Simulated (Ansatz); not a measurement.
**CH7Ga: a barrier at many levels of theory**

Aim: the barrier and energy of one elementary step (Ga1–C6 formed, H2–H5 formed, Ga1–H2 broken, H5–C6 broken) from LDA up to coupled cluster, on fixed structures, to see where each rung fails.

Computed with Ansatz 0.2.0, Gaussian basis. Level: single points in def2-TZVPP on PBE0-D4/def2-TZVP structures.

Levels: SPW92, PBE-D4, BLYP-D4, r2SCAN-D4, B97M-V, PBE0-D4, B3LYP-D4, r2SCAN0-D4, BHLYP-D4, CAM-B3LYP-D4, wB97X-V, wB97M-V, B2PLYP, PBE-QIDH, RPA on PBE, Hartree-Fock, MP2, CCSD, CCSD(T). The reference is CCSD(T) at the basis limit, from triple and quadruple zeta. Zero-point energies come from PBE0-D4 vibrations.

Correlated methods freeze the cores. Filled d shells of the heavier atoms are correlated. B3LYP uses VWN-RPA correlation. B2PLYP carries no dispersion term here.

22 further runs of the same task are left out: 22 set aside as unsound or not needed.

## (1) Start, saddle and end, as given

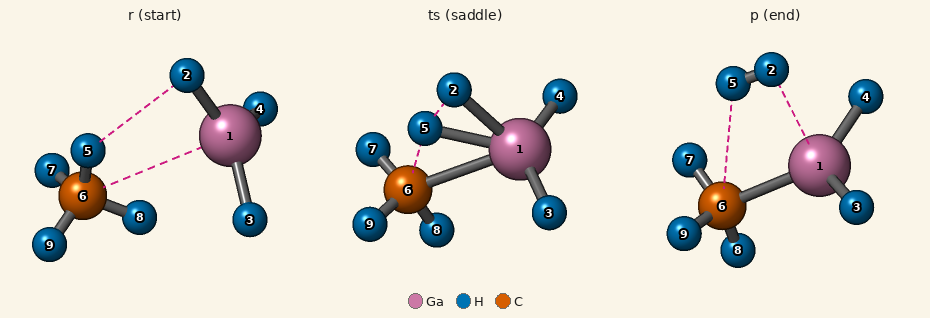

Start, saddle and end (gallium pink, hydrogen blue, carbon orange); broken lines mark the pairs that change.

Charge 0, multiplicity 1. The folders r, ts and p hold the start, the saddle and the end; their coordinates stand in the first inputs.

| pair | r (Å) | ts (Å) | p (Å) |
| --- | --- | --- | --- |
| Ga1–C6 | 2.978 | 2.199 | 1.972 |
| H2–H5 | 2.523 | 1.073 | 0.753 |
| Ga1–H2 | 1.570 | 1.754 | 2.396 |
| H5–C6 | 1.095 | 1.501 | 2.942 |

## (2) wB97M-V/def2-TZVPP

Input file r/in.yaml:

```yaml
crystal:
  periodic: [false, false, false]
  atoms:
    - {symbol: Ga, position_ang: [-1.008286, 0.980360, -0.848551]}
    - {symbol: H, position_ang: [0.160206, 1.845924, -1.439793]}
    - {symbol: H, position_ang: [-1.546267, -0.255799, -1.650033]}
    - {symbol: H, position_ang: [-1.718126, 1.429129, 0.476159]}
    - {symbol: H, position_ang: [1.105565, 0.033256, 0.039260]}
    - {symbol: C, position_ang: [0.817347, -0.798681, 0.690600]}
    - {symbol: H, position_ang: [1.210961, -0.601257, 1.686402]}
    - {symbol: H, position_ang: [-0.265909, -0.919084, 0.761771]}
    - {symbol: H, position_ang: [1.244511, -1.713847, 0.284086]}
basis:
  gaussian: {orbitals: def2-TZVPP}
hamiltonian: {xc: {name: wB97M-V}}
```

Input file ts/in.yaml:

```yaml
crystal:
  periodic: [false, false, false]
  atoms:
    - {symbol: Ga, position_ang: [-0.901760, 0.561810, -0.514070]}
    - {symbol: H, position_ang: [0.614897, 1.305711, -0.986099]}
    - {symbol: H, position_ang: [-1.401511, -0.252597, -1.733588]}
    - {symbol: H, position_ang: [-1.575135, 1.522060, 0.498157]}
    - {symbol: H, position_ang: [0.755533, 0.479149, -0.317213]}
    - {symbol: C, position_ang: [0.525806, -0.695351, 0.589488]}
    - {symbol: H, position_ang: [1.107417, -0.254375, 1.400973]}
    - {symbol: H, position_ang: [-0.271462, -1.284610, 1.050509]}
    - {symbol: H, position_ang: [1.146213, -1.381797, 0.011743]}
basis:
  gaussian: {orbitals: def2-TZVPP}
hamiltonian: {xc: {name: wB97M-V}}
```

Input file p/in.yaml:

```yaml
crystal:
  periodic: [false, false, false]
  atoms:
    - {symbol: Ga, position_ang: [-0.879505, 0.228625, -0.243265]}
    - {symbol: H, position_ang: [0.662428, 1.712007, -1.321025]}
    - {symbol: H, position_ang: [-1.349753, -0.172440, -1.690525]}
    - {symbol: H, position_ang: [-1.497322, 1.511359, 0.427253]}
    - {symbol: H, position_ang: [1.148552, 1.280987, -0.939872]}
    - {symbol: C, position_ang: [0.317905, -0.955038, 0.782605]}
    - {symbol: H, position_ang: [0.905427, -0.405953, 1.520289]}
    - {symbol: H, position_ang: [-0.297468, -1.677779, 1.328460]}
    - {symbol: H, position_ang: [0.989737, -1.521768, 0.135978]}
basis:
  gaussian: {orbitals: def2-TZVPP}
hamiltonian: {xc: {name: wB97M-V}}
```

The command line of these runs was not kept.

After this run come: CCSD(T)/def2-TZVPP; MP2/def2-QZVPP; Vibrations of the start structure; Vibrations of the end structure.

Q: Predict the outcome of this session. Wanted: barrier, CCSD(T)/CBS; reverse barrier, CCSD(T)/CBS; step energy, CCSD(T)/CBS; barrier with zero-point energy; step energy with zero-point energy; imaginary mode at the saddle; largest T1 diagnostic.

**Answer**, as computed:

| quantity | value |
| --- | --- |
| barrier, CCSD(T)/CBS | 166.8 kJ/mol |
| reverse barrier, CCSD(T)/CBS | 133.9 kJ/mol |
| step energy, CCSD(T)/CBS | +32.9 kJ/mol |
| barrier with zero-point energy | 160.8 kJ/mol |
| step energy with zero-point energy | +22.4 kJ/mol |
| imaginary mode at the saddle | 1424i cm⁻¹ |
| largest T1 diagnostic | 0.013 |

In words: PBE-QIDH is the best functional here (+0.4 kJ/mol from CCSD(T)/CBS); SPW92 is the worst (-55.5 kJ/mol). By rung, the mean size of the error is: LDA 55.5, GGA 14.1, meta-GGA 9.5, hybrid 11.4, range-separated hybrid 8.9, double hybrid 4.4 kJ/mol. PBE-D4 gives a barrier 24.5 kJ/mol too low, outside chemical accuracy (1 kcal/mol, 4.2 kJ/mol). The barrier rises with the share of exact exchange, from BLYP-D4 through B3LYP-D4 to BHLYP-D4 (-3.7, +5.7, +24.6 kJ/mol). Hartree-Fock, with no correlation, is off by +73.0 kJ/mol. Zero-point motion lowers the barrier by 6.0 kJ/mol. The start and the end structure keeps an imaginary mode: no true minimum.
